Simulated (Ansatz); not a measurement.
**Nudged elastic band, with input and output: Si₂H₈O₂ (part 2 of 2)**

Si₂H₈O₂; RKS PBE0-D4/def2-SVP (Ansatz 0.2.0). The run did not end well. One setting was made poor on purpose. It belongs to a series of runs on one base structure; here: band between the two ends.

Geometry of the input (Å):
```
Si -0.3752  -0.6274  2.0086
H  0.1814  0.5962  2.6754
H  0.7578  -1.2589  1.2508
H  -0.8383  -1.5769  3.0593
O  -1.6680  -0.2922  1.0289
H  -0.1314  1.9967  -0.8402
O  -0.3212  1.0596  -0.9561
Si 0.7352  0.1644  -1.9165
H  -1.4174  0.2471  0.2584
H  2.1285  0.2432  -1.3843
H  0.2236  -1.2290  -1.8645
H  0.7249  0.6770  -3.3199
```

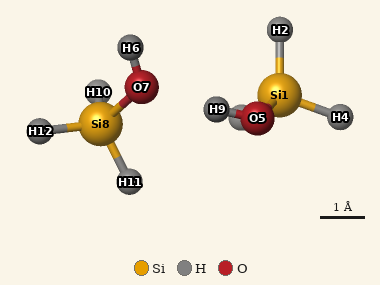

Figure 1. The structure as given in the input (ball-and-stick view, seen at an oblique angle; atoms are numbered from 1 in the order of the input).

```
Unfinished report: {"positions_ang":[[-0.4821447630391618,-0.29700828838034976,1.4500692811668152],[0.8608884974767581,0.7055179083214551,1.85297657222276],[0.282562274156212,-1.559240967565501,1.6498419960307489],[-1.1141780720077965,0.2310344465685414,2.6950132809308904],[-1.921799607038196,-0.5801555657830294,0.6405789289182116],[0.9426146540806599,0.7645141983021395,0.7822037973366622],[0.36860014860287366,0.41816103168105656,-0.15480722022048732],[0.6671421290447276,0.32880795198105106,-1.810019719954627],[-1.867881904337872,-0.932541220775902,-0.2515691658511599],[1.766681414583362,1.2890107955402574,-2.1214071993160832],[1.0745912048164463,-1.0603060340613872,-2.182543119701965],[-0.5771759763380128,0.6921057441716695,-2.550437441561765]],"unchecked":["starts","cluster_reference","orbital_swaps","neighbouring_geometries","increment"],"mean_field":{"relativity":"none","state":{"energy":{"ev":-19960.115444808853,"hartree":-733.5207131445477},"converged":true,"gradient_ev":0.0000125722059163063,"stability":{"kind":"minimum","curvature_ev":38.61436343764761},"curvature_floor_ev":0.00030000000000000003,"spin_squared":0.0},"others":[],"fillings":{"estimated":0,"unestimated":0,"tried":0,"untried":0,"excluded_magnetic_sites":0},"n_dropped_functions":0,"n_trapped_functions":0,"passes":{"evaluations":3,"products":19},"factors":{"origin":"Cholesky decomposition","count":1071,"bound_ev":0.000860184955086902},"gradient_stop_ev":0.00009,"reference_kind":"stationary","functional":{"name":"PBE0","citations":["Adamo & Barone, J. Chem. Phys. 110, 6158 (1999) doi:10.1063/1.478522","Perdew, Burke & Ernzerhof, Phys. Rev. Lett. 77, 3865 (1996) doi:10.1103/PhysRevLett.77.3865"],"text":"name \"PBE0\"\ncite \"Adamo & Barone, J. Chem. Phys. 110, 6158 (1999) doi:10.1063/1.478522\"\ncite \"Perdew, Burke & Ernzerhof, Phys. Rev. Lett. 77, 3865 (1996) doi:10.1103/PhysRevLett.77.3865\"\nparent pbe\nparameter a = 0.25\nparameter kappa = 0.804\nparameter beta = 0.06672455060314922\nexchange = (1 - a)*pbe_x(kappa = kappa, mu = beta*pi^2/3) + a*exact_x\ncorrelation = pbe_c(beta = beta)\n","parameters":{"a":{"value":0.25,"default":0.25},"beta":{"value":0.06672455060314922,"default":0.06672455060314922},"kappa":{"value":0.804,"default":0.804}},"final_grid":{"core_spheres":13.0,"valence_spheres":11.0,"degree":36.0},"final_grid_parameter_source":"default","radial_points_factor":1.0,"radial_grid_error_ev":3.235511906987185e-7,"grid_sensitivity":"normal","grid_sensitivity_ratio":0.001870803151768979},"unsmoothed_excess_ev":-0.000030341386223747608,"symmetry":{"irreps":["A"],"axes":[[0.9987539255056901,0.04734487315650466,-0.015781611855847467],[-0.04758358044628671,0.9987529728341908,-0.015109669975794613],[0.015046566348702328,0.015841787798735126,0.9997612908091877]],"occupied":[{"A":26},{"A":26}]},"held":{"pivots":1069,"left_out":0,"joined":2},"density_repulsion":{"missed_ev":0.000019075806576357576,"excess_ev":0.0,"most_excess_ev":0.0001404,"are_drawn_again":false,"n_first_factors":1071,"energy_change_ev":0.0,"n_dropped_ends":0}},"factors":{"origin":"Cholesky decomposition","count":1071,"bound_ev":0.000860184955086902},"n_frozen":0,"n_occupied":[26,26],"n_virtual":[78,78],"reference":{"ev":-19960.115444808853,"hartree":-733.5207131445477},"dispersion":{"energy":{"ev":-0.19982642249111043,"hartree":-0.007343485579334368},"switches_in_reach":[]},"total":{"ev":-19960.315271231342,"hartree":-733.5280566301269},"forces_ev_per_angstrom":[[-0.0387841685413209,-0.013175188328745275,0.018926129315722847],[0.023447284493166028,0.01928612031570648,0.029394813692212012],[0.007841602846733856,-0.0017647169814720303,-0.025762510228147482],[0.03046414125524818,0.029485104950755944,-0.0148041099680308],[-0.003425786307413251,-0.006259085068278848,-0.0492730304246028],[-0.02534767088769051,-0.024867980261912573,-0.016258309084292964],[0.06444191289694022,0.02482019981849305,0.04862009924857399],[0.00487082525045783,0.002018045461071222,-0.01940001695103982],[-0.014612007686513537,-0.018583906344402358,-0.01443827461472246],[-0.0614412092567942,-0.04344139440707261,-0.0014709522961795969],[-0.010274633176004246,0.040708494166136346,0.018904789922159493],[0.022819709116244924,-0.00822569332248285,0.025561371401576643]],"charge_distribution":{"dipole_moment_e_ang":[0.3125666805267596,0.007512462244953217,-0.5343494788865003],"mulliken_charges_e":[0.6313792952168527,-0.22038297760524617,-0.08977247879419448,-0.079405429698572,-0.414016828013704,0.25015195524505307,-0.5835887223122036,0.5579834784955189,0.18129742348566258,-0.07067642828245635,-0.08244321130836041,-0.08052607642832132],"lowdin_charges_e":[0.2524191044177311,-0.07464384462948925,-0.09828390988842828,-0.09085731669484498,0.02496774012309988,-0.007048083744199074,-0.06899622295008889,0.34767237487427494,-0.03053443744896689,-0.07905890691637563,-0.08937810329902995,-0.08625839384365941]},"n_threads":2,"memory_gib":2.556818182580173,"seconds":{"hamiltonian":2.385244775,"orbitals":0.0,"second_order":0.0,"solver_start":0.0,"cycles":0.0,"cycle":0.0,"perturbative":0.0,"full_ci_increment":0.0,"forces":0.0}}
this run last wrote the band of iteration 47 to [file]
Error: NEB band did not converge after 47 iterations: max|band force component| = 3.58e-1 eV/Å (threshold 5.0e-2); raise `neb.max_iterations` in a new run, which can start from the last band evaluated (`neb.initial_path`, with `crystal.atoms` and `neb.final_atoms` set to its first and last images), add images, or start from endpoints closer to local minima. Where this run's directory can be resumed (`checkpoint.write`), a resume goes on for up to `neb.max_iterations` more; to start a new run from the last band, take its images' positions from the `neb_iteration` event of iteration 47 (`data.images[].positions_ang`), in the event stream of the run that computed that iteration (not this run's, if it was resumed behind it). With `checkpoint.write`, `steps/00-neb/state/checkpoint.json` in the run directory holds the last saved band, under `neb.evaluated.images[].positions_ang` (a band under a hybrid functional on support functions is neither saved nor resumed: `neb.initial_path` says where its path is): check the last entry of `neb.iterations` there, which is earlier than 47 if that iteration was not saved or its write failed. If the band's step has no `state` directory and holds `state.next`, a write was cut short, and the file is under `state.next` instead (behind a loss of power it can be under `state.prev`)
this run wrote the band of iteration 47 to [file] as well, whether or not its events were kept: a new run's `neb.initial_path` can list its `images[].positions_ang`
a run's events are kept only if it was started with --events-out <file>, and are in that file
```

The last band as extended XYZ (Å, eV, eV/Å):
```
12
Properties=species:S:1:pos:R:3:forces:R:3 image=0 energy=-19961.90691
Si   -0.3752   -0.6274    2.0086   -0.0112  -0.0015  -0.0020
H     0.1814    0.5962    2.6754   -0.0006  -0.0019  -0.0010
H     0.7578   -1.2589    1.2508   -0.0008  -0.0007   0.0013
H    -0.8383   -1.5769    3.0593    0.0032   0.0065  -0.0032
O    -1.6680   -0.2922    1.0289    0.0171   0.0021  -0.0011
H    -0.1314    1.9967   -0.8402   -0.0126  -0.0240  -0.0001
O    -0.3212    1.0596   -0.9561    0.0153   0.0288   0.0007
Si    0.7352    0.1644   -1.9165   -0.0011  -0.0136  -0.0031
H    -1.4174    0.2471    0.2584   -0.0058  -0.0042   0.0043
H     2.1285    0.2432   -1.3843   -0.0107  -0.0006  -0.0040
H     0.2236   -1.2290   -1.8645    0.0048   0.0109  -0.0037
H     0.7249    0.6770   -3.3199    0.0025  -0.0019   0.0120
12
Properties=species:S:1:pos:R:3:forces:R:3 image=1 energy=-19961.88368
Si   -0.4521   -0.6003    1.9583   -0.0029  -0.0044   0.0092
H     0.2136    0.7040    2.2964   -0.0057  -0.0093   0.0169
H     0.5953   -1.4691    1.3262   -0.0042   0.0005   0.0076
H    -0.9104   -1.2398    3.2228    0.0035  -0.0126   0.0039
O    -1.7863   -0.3944    0.9952    0.0001  -0.0086   0.0301
H     0.1378    1.7469   -0.3653   -0.0072   0.0301  -0.0314
O    -0.1778    0.9355   -0.7752    0.0029  -0.0121  -0.0235
Si    0.7795    0.2192   -1.9602    0.0034   0.0022  -0.0051
H    -1.5402    0.0892    0.1900   -0.0029   0.0122   0.0064
H     2.2211    0.4905   -1.6798   -0.0036  -0.0067   0.0010
H     0.4882   -1.2374   -1.9006   -0.0023   0.0071  -0.0100
H     0.4310    0.7557   -3.3081    0.0190   0.0017  -0.0049
12
Properties=species:S:1:pos:R:3:forces:R:3 image=2 energy=-19961.80765
Si   -0.5351   -0.5574    1.9521   -0.0122  -0.0191   0.0422
H     0.2296    0.7344    2.0523   -0.0348  -0.0048   0.0598
H     0.4373   -1.6078    1.5105    0.0102   0.0085   0.0272
H    -1.0359   -0.8773    3.3161   -0.0056  -0.0682   0.0281
O    -1.8665   -0.4591    0.9649    0.0082   0.0090   0.0371
H     0.4413    1.4330   -0.0400   -0.0801  -0.0943  -0.1208
O     0.0300    0.7773   -0.6162    0.0077   0.1096   0.0428
Si    0.8165    0.2797   -2.0090    0.0193  -0.0177  -0.0697
H    -1.6112   -0.1044    0.1019    0.0245   0.0870   0.0487
H     2.2192    0.7920   -2.0233   -0.0018  -0.0011   0.0024
H     0.8037   -1.2094   -2.0196    0.0191   0.0013  -0.0329
H     0.0709    0.7989   -3.1896    0.0455  -0.0101  -0.0648
12
Properties=species:S:1:pos:R:3:forces:R:3 image=4 energy=-19961.29009
Si   -0.5952   -0.3568    1.8141   -0.1458  -0.0496   0.1840
H     0.5018    0.6846    1.9157   -0.2911   0.0600   0.0608
H     0.1380   -1.6598    1.8253   -0.0350  -0.0183   0.0906
H    -1.3262   -0.0455    3.0644   -0.1263  -0.2539   0.2755
O    -1.8573   -0.4122    0.7186    0.0159   0.2377   0.3957
H     1.0722    0.8640    0.3354    0.1101   0.0813  -0.2659
O     0.5327    0.3970   -0.3108    0.0809  -0.1178  -0.1850
Si    0.7650    0.3495   -1.9547    0.0631  -0.0017  -0.1028
H    -1.6759   -0.7895   -0.1415    0.1894   0.0348  -0.1606
H     1.8346    1.3153   -2.3287    0.0500   0.0109  -0.1313
H     1.1355   -1.0460   -2.3227    0.0589   0.0039  -0.1296
H    -0.5253    0.6992   -2.6153    0.0299   0.0127  -0.0314
12
Properties=species:S:1:pos:R:3:forces:R:3 image=5 energy=-19960.31524
Si   -0.4821   -0.2970    1.4501   -0.0388  -0.0132   0.0189
H     0.8609    0.7055    1.8530    0.0234   0.0193   0.0294
H     0.2826   -1.5592    1.6498    0.0078  -0.0018  -0.0258
H    -1.1142    0.2310    2.6950    0.0305   0.0295  -0.0148
O    -1.9218   -0.5802    0.6406   -0.0034  -0.0063  -0.0493
H     0.9426    0.7645    0.7822   -0.0253  -0.0249  -0.0163
O     0.3686    0.4182   -0.1548    0.0644   0.0248   0.0486
Si    0.6671    0.3288   -1.8100    0.0049   0.0020  -0.0194
H    -1.8679   -0.9325   -0.2516   -0.0146  -0.0186  -0.0144
H     1.7667    1.2890   -2.1214   -0.0614  -0.0434  -0.0015
H     1.0746   -1.0603   -2.1825   -0.0103   0.0407   0.0189
H    -0.5772    0.6921   -2.5504    0.0228  -0.0082   0.0256
12
Properties=species:S:1:pos:R:3:forces:R:3 image=6 energy=-19961.78590
Si   -0.5499   -0.3675    1.2116   -0.1979  -0.1353  -0.4616
H     1.1504    0.8749    1.9493    0.5062   0.2644   0.1976
H     0.3094   -1.5240    1.6044   -0.0110   0.0389  -0.0743
H    -0.9382    0.3792    2.4506    0.2717   0.2212  -0.4002
O    -2.0440   -0.7787    0.6312   -0.2354  -0.2443   0.0958
H     1.1951    0.9048    1.1784    0.4640   0.2398   0.7616
O     0.1719    0.3239   -0.1651   -0.3713  -0.1644  -0.0062
Si    0.5866    0.3088   -1.7702   -0.1084  -0.0284   0.0688
H    -2.0071   -1.0334   -0.2911   -0.2246  -0.1736  -0.2325
H     1.6744    1.2972   -2.0422   -0.0618  -0.0164   0.1128
H     1.0644   -1.0494   -2.1751   -0.0149  -0.0028   0.0196
H    -0.6132    0.6639   -2.5819   -0.0167   0.0009  -0.0815
12
Properties=species:S:1:pos:R:3:forces:R:3 image=8 energy=-19962.47570
Si   -0.7432   -0.3496    1.1004   -0.0596  -0.0323  -0.0504
H     1.8318    0.9417    2.0759    0.0986   0.0483   0.0719
H    -0.0254   -1.3944    1.8846   -0.0307  -0.0172  -0.0236
H    -1.0353    0.8424    1.9343   -0.0083   0.0050  -0.0479
O    -2.2119   -0.8761    0.5387    0.0037   0.1170   0.1182
H     1.7133    0.8093    1.3361    0.0822   0.0404   0.0745
O     0.2303    0.0294   -0.1838   -0.0080  -0.0068  -0.0136
Si    0.5330    0.3291   -1.7806   -0.0067   0.0013  -0.0176
H    -2.1828   -1.5782   -0.1134   -0.0607  -0.1692  -0.0724
H     1.3559    1.5667   -1.9024   -0.0082   0.0022  -0.0019
H     1.2836   -0.8230   -2.3624   -0.0034   0.0075  -0.0186
H    -0.7493    0.5026   -2.5274    0.0009   0.0037  -0.0186
12
Properties=species:S:1:pos:R:3:forces:R:3 image=9 energy=-19962.53311
Si   -0.8496   -0.3419    1.0598   -0.0290  -0.0190  -0.0220
H     2.1894    1.0075    1.9160    0.0469   0.0251   0.0291
H    -0.2008   -1.2805    2.0175   -0.0136  -0.0052  -0.0069
H    -1.1862    0.9566    1.6957   -0.0011  -0.0008  -0.0205
O    -2.2854   -0.9378    0.4849    0.0051   0.0775   0.0422
H     1.8925    0.7216    1.2760    0.0346   0.0169   0.0387
O     0.2314   -0.1334   -0.1768   -0.0057  -0.0154  -0.0126
Si    0.5408    0.3479   -1.7323   -0.0032  -0.0018  -0.0085
H    -2.2560   -1.8001    0.0636   -0.0271  -0.0879  -0.0134
H     1.2398    1.6664   -1.7230   -0.0072  -0.0004   0.0030
H     1.4168   -0.6723   -2.3772   -0.0006   0.0084  -0.0185
H    -0.7327    0.4658   -2.5043    0.0010   0.0025  -0.0104
12
Properties=species:S:1:pos:R:3:forces:R:3 image=10 energy=-19962.55635
Si   -0.9657   -0.3548    0.9986   -0.0116  -0.0100  -0.0225
H     2.5810    1.1010    1.7670   -0.0224  -0.0238  -0.0237
H    -0.3571   -1.1622    2.0918   -0.0009   0.0006   0.0023
H    -1.3437    1.0111    1.4420    0.0000   0.0004   0.0012
O    -2.3724   -1.0393    0.4519    0.0190   0.0016   0.0052
H     2.1257    0.6949    1.3098    0.0245   0.0216   0.0221
O     0.1802   -0.2752   -0.1961   -0.0078  -0.0019   0.0136
Si    0.5398    0.3603   -1.6884    0.0007   0.0063  -0.0054
H    -2.3518   -1.9772    0.2406    0.0001   0.0087   0.0033
H     1.1297    1.7231   -1.5327   -0.0019  -0.0036   0.0000
H     1.5265   -0.5355   -2.3560   -0.0011   0.0043   0.0036
H    -0.6922    0.4538   -2.5287    0.0014  -0.0042   0.0003
```

What the run reported:

- outcome: not converged
- barrier, forward (band not converged): 1.592 eV
- barrier, backward: 2.241 eV
- wall time: 17 min (CPU time 33 min)
- peak memory: 0.27 GiB

What went wrong:

The run did not converge: “NEB band did not converge after 47 iterations: max|band force component| = 3.58e-1 eV/Å (threshold 5.0e-2); raise `neb.max_iterations` in a new run, which can start from the last band evaluated (`neb.initial_path`, with `crystal.atoms` and `neb.final_atoms` set to its first and last images), add images, or start from endpoints closer to local minima …” Its last values are not results. A deliberately poor setting: step length.
